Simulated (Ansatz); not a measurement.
Input file:

```
crystal:
  periodic: [false, false, false]
  atoms:
    - {symbol: C, position_ang: [0.021816, -0.021594, -1.892982]}
    - {symbol: H, position_ang: [-0.730734, 0.725811, -1.641453]}
    - {symbol: H, position_ang: [-0.034800, -0.245864, -2.957784]}
    - {symbol: H, position_ang: [-0.160327, -0.931012, -1.320865]}
    - {symbol: H, position_ang: [1.013182, 0.365841, -1.657965]}
    - {symbol: Si, position_ang: [-0.014561, 0.060148, 1.904897]}
    - {symbol: F, position_ang: [-0.291600, -1.436024, 1.407487]}
    - {symbol: H, position_ang: [-1.088297, 0.935147, 1.379457]}
    - {symbol: H, position_ang: [1.307826, 0.487567, 1.391933]}
    - {symbol: H, position_ang: [-0.022403, 0.060080, 3.387073]}
basis:
  gaussian: {orbitals: "def2-TZVPPD.json"}
hamiltonian: {xc: pbe0, dispersion: d4}
output: {orbitals: {seedname: orbitals}}
```

Launched as:

```sh
ansatz run in.yaml --threads 4 --pin off --events-out ev --progress --plain --max-ram 9574MiB
```

Geometry: PBE0-D4/def2-TZVP.

Computed with RKS PBE0-D4/def2-TZVPPD (Ansatz).

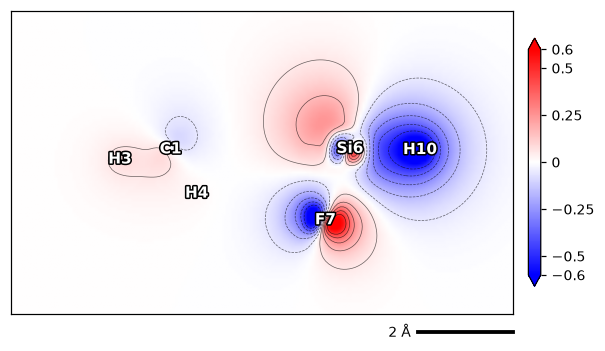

CH4···FH3Si. The HOMO on the plane of atoms F7, Si6 and H10 (values in Å⁻³ᐟ²; the overall sign is arbitrary).

Question: Describe this orbital and give its energy.

Answer: Its weight (Hirshfeld) is mainly on Si6 (about 35 %), H10 (about 35 %), F7 (about 10 %), H9 (about 10 %) and H8 (about 10 %). Its energy is −9.76 eV.
